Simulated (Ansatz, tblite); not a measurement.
# (CuH)3 ring (Cu3H3): rung by rung, part 1 of 2

How do method and basis change the picture of (CuH)3 ring (Cu3H3) (singlet)?

Method: as each input shows; program: Ansatz 0.2.0, Gaussian basis.

Plan: GFN1-xTB, GFN2-xTB, PBE-D4/def2-TZVP, r2SCAN-D4/def2-TZVP, LC-ωPBE/def2-TZVP, BLYP-D4/def2-TZVP, B2PLYP/def2-TZVP, PBE-QIDH/def2-TZVP, HF/def2-TZVP, BHLYP-D4/def2-TZVP, revPBE-D4/def2-TZVP, PBE-D4/def2-SVP, PBE0-D4/def2-SVP, PBE0-D4/def2-TZVPD, PBE-D4/def2-TZVPD, r2SCAN-D4/def2-TZVPD, CCSD(T)/def2-TZVP, RPA/def2-TZVP.

## Step 1: The geometry

The geometry is that of the singlet, from an earlier relaxation (PBE-D4/def2-SVP).

6 atoms, charge 0, spin multiplicity 1.

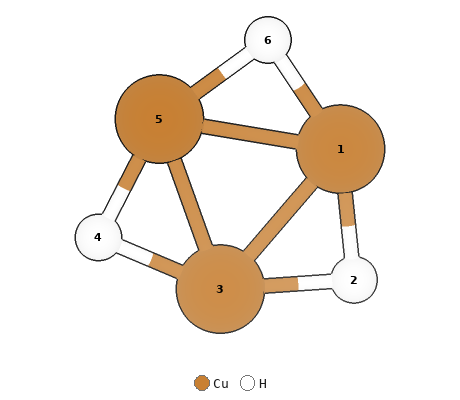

The geometry (copper orange, hydrogen white); atoms are numbered from 1 in the order of the file.

No spin-orbit coupling is included.

PBE0-D4/def2-TZVP was run before; its log isn't repeated, and its numbers join the tables.

## Step 2: GFN1-xTB

Tight binding, by tblite at 300 K electronic temperature and without a spin-polarisation term:

```python
tblite.interface.Calculator('GFN1-xTB', numbers, positions, charge=0, uhf=0).singlepoint()
```

Energy -412.9969 eV, HOMO -11.38 eV, LUMO -8.52 eV; 0.012 s.

## Step 3: GFN2-xTB

Tight binding, by tblite at 300 K electronic temperature and without a spin-polarisation term:

```python
tblite.interface.Calculator('GFN2-xTB', numbers, positions, charge=0, uhf=0).singlepoint()
```

Energy -361.7140 eV, HOMO -9.20 eV, LUMO -2.04 eV; 0.007 s.

## Step 4: PBE-D4/def2-TZVP

start.molden holds the orbitals of an earlier run on this state, given as this run's starting guess.

The input, in.yaml:

```yaml
crystal:
  periodic: [false, false, false]
  atoms:
    - {symbol: Cu, position_ang: [0.586889, 1.188714, 0.198875]}
    - {symbol: H, position_ang: [-1.057657, 1.554293, 0.205186]}
    - {symbol: Cu, position_ang: [-1.336642, -0.086974, -0.053628]}
    - {symbol: H, position_ang: [-0.828002, -1.676952, -0.280753]}
    - {symbol: Cu, position_ang: [0.749731, -1.101740, -0.145239]}
    - {symbol: H, position_ang: [1.885680, 0.122668, 0.075558]}
basis:
  gaussian: {orbitals: def2-TZVP, initial_orbitals: start.molden}
hamiltonian: {xc: pbe, dispersion: d4}
scf: {omitted_lower_state_checks: [starts]}
output: {orbitals: {seedname: orbitals}}
```

On the command line:

```console
$ ansatz run in.yaml --threads 4 --pin off --events-out ev --progress --plain --max-ram 3916MiB
```

Log:

```text
Functional definition: PBE
  name "PBE"
  cite "Perdew, Burke & Ernzerhof, Phys. Rev. Lett. 77, 3865 (1996) doi:10.1103/PhysRevLett.77.3865"
  parent pbe
  parameter kappa = 0.804
  parameter beta = 0.06672455060314922
  exchange = pbe_x(kappa = kappa, mu = beta*pi^2/3)
  correlation = pbe_c(beta = beta)
these checks for a lower state are left out or cut short: starts
1491 factors; their error is unknown
mean field evaluation 1: about -133952.9319 eV, gradient 1.3e1 eV
mean field evaluation 2: about -133953.2278 eV, gradient 4.7e-1 eV
mean field evaluation 4: about -133953.1433 eV, gradient 6.5e-2 eV
mean field -133953.14335076 eV, -4922.6872214389 hartree, gradient 1.8e-5 eV, S^2 0.000000; 0 other end points of the search recorded, 0 dependent functions left out
reference -133953.14340157 eV, -4922.6872233061 hartree; 45, 45 occupied and 108, 108 virtual orbitals, 1491 factors
Total energy: -133953.30369511 eV, -4922.6931139850 hartree
Checks for a lower state left out: starts
```

Run time: 3.5 s. Hardware: 4 threads of Intel Xeon at 2.50GHz, shared host.

Report: HOMO -5.23 eV, LUMO -2.06 eV.

## Step 5: r2SCAN-D4/def2-TZVP

in.yaml: that of step 4 with these lines changed.

```diff
@@ -11,4 +11,4 @@
   gaussian: {orbitals: def2-TZVP, initial_orbitals: start.molden}
-hamiltonian: {xc: pbe, dispersion: d4}
+hamiltonian: {xc: r2scan, dispersion: d4}
 scf: {omitted_lower_state_checks: [starts]}
-output: {orbitals: {seedname: orbitals}}
+output: {forces: true, orbitals: {seedname: orbitals}}
```

Same command.

Log (excerpt; [...] marks lines left out):

```text
Functional definition: r2SCAN
  name "r2SCAN"
  cite "Furness, Kaplan, Ning, Perdew & Sun, J. Phys. Chem. Lett. 11, 8208 (2020) doi:10.1021/acs.jpclett.0c02405"
  cite "Furness, Kaplan, Ning, Perdew & Sun, J. Phys. Chem. Lett. 11, 9248 (2020) doi:10.1021/acs.jpclett.0c03077"
  parent r2scan
[...]
1491 factors; their error is unknown
[...]
mean field -133972.06062083 eV, -4923.3824182914 hartree, gradient 5.4e-5 eV, S^2 0.000000; 0 other end points of the search recorded, 0 dependent functions left out
[...]
reference -133972.06063802 eV, -4923.3824189228 hartree; 45, 45 occupied and 108, 108 virtual orbitals, 1491 factors
Total energy: -133972.09244773 eV, -4923.3835879084 hartree
Atom 0 at     0.586889     1.188714     0.198875 Å, force     0.067554     0.136258     0.022952 eV/Å
Atom 1 at    -1.057657     1.554293     0.205186 Å, force     0.099561    -0.146654    -0.019523 eV/Å
Atom 2 at    -1.336642    -0.086974    -0.053628 Å, force    -0.153244    -0.009798    -0.006056 eV/Å
Atom 3 at    -0.828002    -1.676952    -0.280753 Å, force     0.078103     0.158027     0.026581 eV/Å
Atom 4 at     0.749731    -1.101740    -0.145239 Å, force     0.085880    -0.126370    -0.016908 eV/Å
Atom 5 at     1.885680     0.122668     0.075558 Å, force    -0.177854    -0.011463    -0.007046 eV/Å
Dipole moment:    -0.000016     0.000001     0.000002 e Å
Checks for a lower state left out: starts
```

Run time: 9 s. Hardware: 4 threads of Intel Xeon at 2.50GHz, shared host.

HOMO -5.25 eV, LUMO -1.70 eV.

## Step 6: LC-ωPBE/def2-TZVP

in.yaml: that of step 5 with these lines changed.

```diff
@@ -11,4 +11,4 @@
   gaussian: {orbitals: def2-TZVP, initial_orbitals: start.molden}
-hamiltonian: {xc: r2scan, dispersion: d4}
+hamiltonian: {xc: {name: LC-wPBE}}
 scf: {omitted_lower_state_checks: [starts]}
-output: {forces: true, orbitals: {seedname: orbitals}}
+output: {orbitals: {seedname: orbitals}}
```

Same command.

Log (excerpt; [...] marks lines left out):

```text
Functional definition: LC-wPBE
  name "LC-wPBE"
  cite "Vydrov & Scuseria, J. Chem. Phys. 125, 234109 (2006) doi:10.1063/1.2409292"
  cite "Heyd & Scuseria, J. Chem. Phys. 120, 7274 (2004) doi:10.1063/1.1668634"
  cite "Ernzerhof & Perdew, J. Chem. Phys. 109, 3313 (1998) doi:10.1063/1.476928"
  cite "Perdew, Burke & Ernzerhof, Phys. Rev. Lett. 77, 3865 (1996) doi:10.1103/PhysRevLett.77.3865"
  parent pbe
[...]
1491 factors; their error is unknown
367 factors; integrals over basis functions are off by at most 3.0e-5 eV
[...]
mean field -133956.01832827 eV, -4922.7928749135 hartree, gradient 1.0e-5 eV, S^2 0.000000; 0 other end points of the search recorded, 0 dependent functions left out
reference -133956.01832828 eV, -4922.7928749137 hartree; 45, 45 occupied and 108, 108 virtual orbitals, 1491 factors
Total energy: -133956.01832828 eV, -4922.7928749137 hartree
Checks for a lower state left out: starts
```

Run time: 4.8 s. Hardware: 4 threads of Intel Xeon at 2.50GHz, shared host.

Report: HOMO -9.11 eV, LUMO 0.96 eV.

## Step 7: BLYP-D4/def2-TZVP

in.yaml: that of step 6 with these lines changed.

```diff
@@ -11,3 +11,3 @@
   gaussian: {orbitals: def2-TZVP, initial_orbitals: start.molden}
-hamiltonian: {xc: {name: LC-wPBE}}
+hamiltonian: {xc: {name: BLYP}, dispersion: d4}
 scf: {omitted_lower_state_checks: [starts]}
```

The command is unchanged.

Log:

```text
Functional definition: BLYP
  name "BLYP"
  cite "Becke, Phys. Rev. A 38, 3098 (1988) doi:10.1103/PhysRevA.38.3098"
  cite "Lee, Yang & Parr, Phys. Rev. B 37, 785 (1988) doi:10.1103/PhysRevB.37.785"
  parameter beta = 0.0042
  parameter a = 0.04918
  parameter b = 0.132
  parameter c = 0.2533
  parameter d = 0.349
  exchange = b88_x(beta = beta)
  correlation = lyp_c(a = a, b = b, c = c, d = d)
these checks for a lower state are left out or cut short: starts
1491 factors; their error is unknown
mean field evaluation 1: about -133980.4596 eV, gradient 1.4e1 eV
mean field evaluation 2: about -133980.8144 eV, gradient 5.3e-1 eV
mean field evaluation 4: about -133980.7296 eV, gradient 6.6e-2 eV
mean field -133980.72964540 eV, -4923.7009990681 hartree, gradient 1.1e-5 eV, S^2 0.000000; 0 other end points of the search recorded, 0 dependent functions left out
reference -133980.72997048 eV, -4923.7010110146 hartree; 45, 45 occupied and 108, 108 virtual orbitals, 1491 factors
Total energy: -133981.07509088 eV, -4923.7136939554 hartree
Checks for a lower state left out: starts
```

Run time: 3.9 s. Hardware: 4 threads of Intel Xeon at 2.50GHz, shared host.

From the report: HOMO -5.18 eV, LUMO -2.05 eV.

## Step 8: B2PLYP/def2-TZVP

in.yaml: that of step 7 with these lines changed.

```diff
@@ -11,4 +11,4 @@
   gaussian: {orbitals: def2-TZVP, initial_orbitals: start.molden}
-hamiltonian: {xc: {name: BLYP}, dispersion: d4}
+hamiltonian: {xc: {name: B2PLYP}}
+correlation: {frozen_orbitals: {Cu: 9, H: 0}}
 scf: {omitted_lower_state_checks: [starts]}
-output: {orbitals: {seedname: orbitals}}
```

Same command.

Log (excerpt; [...] marks lines left out):

```text
Functional definition: B2PLYP
  name "B2PLYP"
  cite "Grimme, J. Chem. Phys. 124, 034108 (2006) doi:10.1063/1.2148954"
  cite "Becke, Phys. Rev. A 38, 3098 (1988) doi:10.1103/PhysRevA.38.3098"
  cite "Lee, Yang & Parr, Phys. Rev. B 37, 785 (1988) doi:10.1103/PhysRevB.37.785"
[...]
1563 factors; integrals over basis functions are off by at most 9.6e-4 eV
[...]
mean field -133935.31324150 eV, -4922.0319770092 hartree, gradient 1.6e-6 eV, S^2 0.000000; 0 other end points of the search recorded, 0 dependent functions left out
27 core orbitals not correlated: weight in the atoms' cores, before any rotation towards them, 1.000 or more for the frozen orbitals, at most 0.000 for the correlated occupied ones
reference -133935.31340034 eV, -4922.0319828463 hartree; 18, 18 occupied and 108, 108 virtual orbitals, 1563 factors
second order -46.89293927 eV of doubles, -0.00000000 eV of singles
Total energy: -133947.97449394 eV, -4922.4972694543 hartree
Checks for a lower state left out: starts
```

Run time: 9.5 s. Hardware: 4 threads of Intel Xeon at 2.50GHz, shared host.

## Step 9: PBE-QIDH/def2-TZVP

in.yaml: that of step 8 with these lines changed.

```diff
@@ -11,3 +11,3 @@
   gaussian: {orbitals: def2-TZVP, initial_orbitals: start.molden}
-hamiltonian: {xc: {name: B2PLYP}}
+hamiltonian: {xc: {name: PBE-QIDH}}
 correlation: {frozen_orbitals: {Cu: 9, H: 0}}
```

Launched as before.

Log (excerpt; [...] marks lines left out):

```text
Functional definition: PBE-QIDH
  name "PBE-QIDH"
  cite "Brémond, Sancho-García, Pérez-Jiménez & Adamo, J. Chem. Phys. 141, 031101 (2014) doi:10.1063/1.4890314"
  cite "Perdew, Burke & Ernzerhof, Phys. Rev. Lett. 77, 3865 (1996) doi:10.1103/PhysRevLett.77.3865"
[...]
1563 factors; integrals over basis functions are off by at most 9.6e-4 eV
[...]
mean field -133915.15201793 eV, -4921.2910657087 hartree, gradient 1.5e-6 eV, S^2 0.000000; 0 other end points of the search recorded, 0 dependent functions left out
27 core orbitals not correlated: weight in the atoms' cores, before any rotation towards them, 1.000 or more for the frozen orbitals, at most 0.000 for the correlated occupied ones
reference -133915.15203446 eV, -4921.2910663163 hartree; 18, 18 occupied and 108, 108 virtual orbitals, 1563 factors
second order -42.88595388 eV of doubles, -0.00000000 eV of singles
Total energy: -133929.44735242 eV, -4921.8164095617 hartree
Checks for a lower state left out: starts
```

Wall time 12 s (4 threads of Intel Xeon at 2.50GHz, shared host).

## Step 10: HF/def2-TZVP

in.yaml: that of step 9 with these lines changed.

```diff
@@ -11,4 +11,4 @@
   gaussian: {orbitals: def2-TZVP, initial_orbitals: start.molden}
-hamiltonian: {xc: {name: PBE-QIDH}}
-correlation: {frozen_orbitals: {Cu: 9, H: 0}}
+hamiltonian: {xc: hf}
 scf: {omitted_lower_state_checks: [starts]}
+output: {orbitals: {seedname: orbitals}}
```

Same command.

Log:

```text
Functional definition: HF
  name "HF"
  cite "Fock, Z. Phys. 61, 126 (1930) doi:10.1007/BF01340294"
  parent pbe
  exchange = exact_x
  correlation = 0
these checks for a lower state are left out or cut short: starts
1563 factors; integrals over basis functions are off by at most 9.6e-4 eV
mean field evaluation 1: about -133837.4708 eV, gradient 3.7e1 eV
mean field evaluation 2: about -133839.4794 eV, gradient 2.9e0 eV
mean field evaluation 4: about -133840.0839 eV, gradient 2.3e0 eV
mean field evaluation 8: about -133840.0973 eV, gradient 3.7e-4 eV
mean field -133840.09732624 eV, -4918.5328566629 hartree, gradient 2.6e-5 eV, S^2 0.000000; 0 other end points of the search recorded, 0 dependent functions left out
reference -133840.09732624 eV, -4918.5328566629 hartree; 45, 45 occupied and 108, 108 virtual orbitals, 1563 factors
Total energy: -133840.09732624 eV, -4918.5328566629 hartree
Checks for a lower state left out: starts
```

It took 6.5 s on 4 threads of Intel Xeon at 2.50GHz, shared host.

HOMO -9.76 eV, LUMO 1.74 eV.

## Step 11: BHLYP-D4/def2-TZVP

in.yaml: that of step 10 with these lines changed.

```diff
@@ -11,3 +11,3 @@
   gaussian: {orbitals: def2-TZVP, initial_orbitals: start.molden}
-hamiltonian: {xc: hf}
+hamiltonian: {xc: {name: BHLYP}, dispersion: d4}
 scf: {omitted_lower_state_checks: [starts]}
```

Same command.

Log:

```text
Functional definition: BHLYP
  name "BHLYP"
  cite "Becke, J. Chem. Phys. 98, 1372 (1993) doi:10.1063/1.464304"
  cite "Becke, Phys. Rev. A 38, 3098 (1988) doi:10.1103/PhysRevA.38.3098"
  cite "Lee, Yang & Parr, Phys. Rev. B 37, 785 (1988) doi:10.1103/PhysRevB.37.785"
  parameter a = 0.5
  exchange = (1 - a)*b88_x + a*exact_x
  correlation = lyp_c
these checks for a lower state are left out or cut short: starts
1563 factors; integrals over basis functions are off by at most 9.6e-4 eV
mean field evaluation 1: about -133966.5691 eV, gradient 1.3e1 eV
mean field evaluation 2: about -133966.8530 eV, gradient 5.2e-1 eV
mean field evaluation 4: about -133967.2467 eV, gradient 5.4e-3 eV
mean field -133967.24669389 eV, -4923.2055097391 hartree, gradient 7.4e-5 eV, S^2 0.000000; 0 other end points of the search recorded, 0 dependent functions left out
reference -133967.24686465 eV, -4923.2055160145 hartree; 45, 45 occupied and 108, 108 virtual orbitals, 1563 factors
Total energy: -133967.50273960 eV, -4923.2149192456 hartree
Checks for a lower state left out: starts
```

It took 8.6 s on 4 threads of Intel Xeon at 2.50GHz, shared host.

From the report: HOMO -7.89 eV, LUMO -0.18 eV.

## Step 12: revPBE-D4/def2-TZVP

in.yaml: that of step 11 with these lines changed.

```diff
@@ -11,3 +11,3 @@
   gaussian: {orbitals: def2-TZVP, initial_orbitals: start.molden}
-hamiltonian: {xc: {name: BHLYP}, dispersion: d4}
+hamiltonian: {xc: {name: revPBE}, dispersion: d4}
 scf: {omitted_lower_state_checks: [starts]}
```

Launched as before.

Log:

```text
Functional definition: revPBE
  name "revPBE"
  cite "Zhang & Yang, Phys. Rev. Lett. 80, 890 (1998) doi:10.1103/PhysRevLett.80.890"
  cite "Perdew, Burke & Ernzerhof, Phys. Rev. Lett. 77, 3865 (1996) doi:10.1103/PhysRevLett.77.3865"
  parameter kappa = 1.245
  parameter beta = 0.06672455060314922
  exchange = pbe_x(kappa = kappa, mu = beta*pi^2/3)
  correlation = pbe_c(beta = beta)
these checks for a lower state are left out or cut short: starts
1491 factors; their error is unknown
mean field evaluation 1: about -133964.7334 eV, gradient 1.2e1 eV
mean field evaluation 2: about -133964.9997 eV, gradient 4.6e-1 eV
mean field evaluation 4: about -133964.9151 eV, gradient 6.5e-2 eV
mean field -133964.91508029 eV, -4923.1198245197 hartree, gradient 1.6e-5 eV, S^2 0.000000; 0 other end points of the search recorded, 0 dependent functions left out
reference -133964.91514309 eV, -4923.1198268276 hartree; 45, 45 occupied and 108, 108 virtual orbitals, 1491 factors
Total energy: -133965.31598421 eV, -4923.1345574672 hartree
Checks for a lower state left out: starts
```

Wall time 3.5 s (4 threads of Intel Xeon at 2.50GHz, shared host).

From the report: HOMO -5.13 eV, LUMO -1.95 eV.

## Step 13: PBE-D4/def2-SVP

in.yaml: that of step 12 with these lines changed.

```diff
@@ -10,4 +10,4 @@
 basis:
-  gaussian: {orbitals: def2-TZVP, initial_orbitals: start.molden}
-hamiltonian: {xc: {name: revPBE}, dispersion: d4}
+  gaussian: {orbitals: def2-SVP, initial_orbitals: start.molden}
+hamiltonian: {xc: pbe, dispersion: d4}
 scf: {omitted_lower_state_checks: [starts]}
```

Launched as before.

Log:

```text
Functional definition: PBE
  name "PBE"
  cite "Perdew, Burke & Ernzerhof, Phys. Rev. Lett. 77, 3865 (1996) doi:10.1103/PhysRevLett.77.3865"
  parent pbe
  parameter kappa = 0.804
  parameter beta = 0.06672455060314922
  exchange = pbe_x(kappa = kappa, mu = beta*pi^2/3)
  correlation = pbe_c(beta = beta)
these checks for a lower state are left out or cut short: starts
1326 factors; their error is unknown
mean field evaluation 1: about -133932.2196 eV, gradient 1.1e1 eV
mean field evaluation 2: about -133932.5944 eV, gradient 7.1e-1 eV
mean field evaluation 4: about -133932.5352 eV, gradient 2.8e-1 eV
mean field evaluation 8: about -133932.5353 eV, gradient 1.6e-5 eV
mean field -133932.53530239 eV, -4921.9298896299 hartree, gradient 1.6e-5 eV, S^2 0.000000; 0 other end points of the search recorded, 0 dependent functions left out
reference -133932.53535386 eV, -4921.9298915212 hartree; 45, 45 occupied and 63, 63 virtual orbitals, 1326 factors
Total energy: -133932.69564740 eV, -4921.9357822002 hartree
Checks for a lower state left out: starts
```

Wall time 2.9 s (4 threads of Intel Xeon at 2.50GHz, shared host).

HOMO -4.75 eV, LUMO -1.68 eV.

## Step 14: PBE0-D4/def2-SVP

in.yaml: that of step 13 with these lines changed.

```diff
@@ -11,3 +11,3 @@
   gaussian: {orbitals: def2-SVP, initial_orbitals: start.molden}
-hamiltonian: {xc: pbe, dispersion: d4}
+hamiltonian: {xc: pbe0, dispersion: d4}
 scf: {omitted_lower_state_checks: [starts]}
```

Launched as before.

Log:

```text
Functional definition: PBE0
  name "PBE0"
  cite "Adamo & Barone, J. Chem. Phys. 110, 6158 (1999) doi:10.1063/1.478522"
  cite "Perdew, Burke & Ernzerhof, Phys. Rev. Lett. 77, 3865 (1996) doi:10.1103/PhysRevLett.77.3865"
  parent pbe
  parameter a = 0.25
  parameter kappa = 0.804
  parameter beta = 0.06672455060314922
  exchange = (1 - a)*pbe_x(kappa = kappa, mu = beta*pi^2/3) + a*exact_x
  correlation = pbe_c(beta = beta)
these checks for a lower state are left out or cut short: starts
1203 factors; integrals over basis functions are off by at most 1.2e-3 eV
mean field evaluation 1: about -133932.2725 eV, gradient 1.6e1 eV
mean field evaluation 2: about -133932.6836 eV, gradient 5.6e-1 eV
mean field evaluation 4: about -133932.8677 eV, gradient 5.8e-3 eV
mean field -133932.86771240 eV, -4921.9421054725 hartree, gradient 1.2e-5 eV, S^2 0.000000; 0 other end points of the search recorded, 0 dependent functions left out
reference -133932.86775565 eV, -4921.9421070617 hartree; 45, 45 occupied and 63, 63 virtual orbitals, 1203 factors
Total energy: -133933.00226190 eV, -4921.9470500752 hartree
Checks for a lower state left out: starts
```

It took 5.5 s on 4 threads of Intel Xeon at 2.50GHz, shared host.

Report: HOMO -6.15 eV, LUMO -0.69 eV.

## Step 15: PBE0-D4/def2-TZVPD

in.yaml: that of step 14 with these lines changed.

```diff
@@ -10,3 +10,3 @@
 basis:
-  gaussian: {orbitals: def2-SVP, initial_orbitals: start.molden}
+  gaussian: {orbitals: def2-TZVPD, initial_orbitals: start.molden}
 hamiltonian: {xc: pbe0, dispersion: d4}
```

The command is unchanged.

Log:

```text
Functional definition: PBE0
  name "PBE0"
  cite "Adamo & Barone, J. Chem. Phys. 110, 6158 (1999) doi:10.1063/1.478522"
  cite "Perdew, Burke & Ernzerhof, Phys. Rev. Lett. 77, 3865 (1996) doi:10.1103/PhysRevLett.77.3865"
  parent pbe
  parameter a = 0.25
  parameter kappa = 0.804
  parameter beta = 0.06672455060314922
  exchange = (1 - a)*pbe_x(kappa = kappa, mu = beta*pi^2/3) + a*exact_x
  correlation = pbe_c(beta = beta)
these checks for a lower state are left out or cut short: starts
1797 factors; their error is unknown
mean field evaluation 1: about -133952.3569 eV, gradient 9.9e0 eV
mean field evaluation 2: about -133952.4160 eV, gradient 1.3e-1 eV
mean field evaluation 4: about -133952.7516 eV, gradient 4.2e-4 eV
mean field -133952.75162238 eV, -4922.6728256863 hartree, gradient 1.9e-5 eV, S^2 0.000000; 0 other end points of the search recorded, 0 dependent functions left out
reference -133952.75165886 eV, -4922.6728270269 hartree; 45, 45 occupied and 126, 126 virtual orbitals, 1797 factors
Total energy: -133952.88616511 eV, -4922.6777700404 hartree
Checks for a lower state left out: starts
```

Wall time 8.1 s (4 threads of Intel Xeon at 2.50GHz, shared host); peak memory 0.67 GiB.

From the report: HOMO -6.59 eV, LUMO -1.22 eV.

## Step 16: PBE-D4/def2-TZVPD

in.yaml: that of step 15 with these lines changed.

```diff
@@ -11,3 +11,3 @@
   gaussian: {orbitals: def2-TZVPD, initial_orbitals: start.molden}
-hamiltonian: {xc: pbe0, dispersion: d4}
+hamiltonian: {xc: pbe, dispersion: d4}
 scf: {omitted_lower_state_checks: [starts]}
```

Same command.

Log:

```text
Functional definition: PBE
  name "PBE"
  cite "Perdew, Burke & Ernzerhof, Phys. Rev. Lett. 77, 3865 (1996) doi:10.1103/PhysRevLett.77.3865"
  parent pbe
  parameter kappa = 0.804
  parameter beta = 0.06672455060314922
  exchange = pbe_x(kappa = kappa, mu = beta*pi^2/3)
  correlation = pbe_c(beta = beta)
these checks for a lower state are left out or cut short: starts
1560 factors; their error is unknown
mean field evaluation 1: about -133952.8906 eV, gradient 1.7e1 eV
mean field evaluation 2: about -133953.2632 eV, gradient 5.9e-1 eV
mean field evaluation 4: about -133953.2209 eV, gradient 5.2e-2 eV
mean field -133953.22090977 eV, -4922.6900716800 hartree, gradient 8.8e-6 eV, S^2 0.000000; 0 other end points of the search recorded, 0 dependent functions left out
reference -133953.22095785 eV, -4922.6900734466 hartree; 45, 45 occupied and 126, 126 virtual orbitals, 1560 factors
Total energy: -133953.38125139 eV, -4922.6959641255 hartree
Checks for a lower state left out: starts
```

Run time: 4.2 s. Hardware: 4 threads of Intel Xeon at 2.50GHz, shared host.

Report: HOMO -5.25 eV, LUMO -2.11 eV.

(Continued in part 2 of 2.)
